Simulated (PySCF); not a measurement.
Vertical excitations of a molecule C2H8GaN from TDDFT-PBE0/def2-SVPD (PySCF 2.14.0), as energy in eV (oscillator strength): 5.80 (0.055), 6.25 (0.000), 6.36 (0.101), 6.52 (0.109), 7.18 (0.005), 7.30 (0.000), 7.49 (0.016), 7.61 (0.148), 7.86 (0.052), 7.95 (0.002). Lowest triplet (TDA): 5.12 eV. The structure is a stationary point at B3LYP-D3(BJ)/def2-SVP. The values are those of a single conformer.

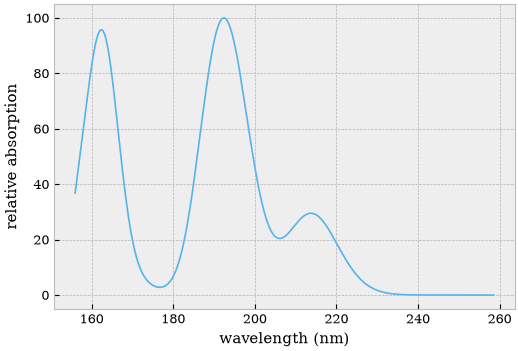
Fig. 1. The lines broadened by 0.4 eV.

### Question
Identify the compound among the candidates.
A. C[N](C)[GaH2]
B. C[CH2][GaH][NH2]
C. [CH3][Ga]([CH3])[NH2]

### Answer
C, [CH3][Ga]([CH3])[NH2]
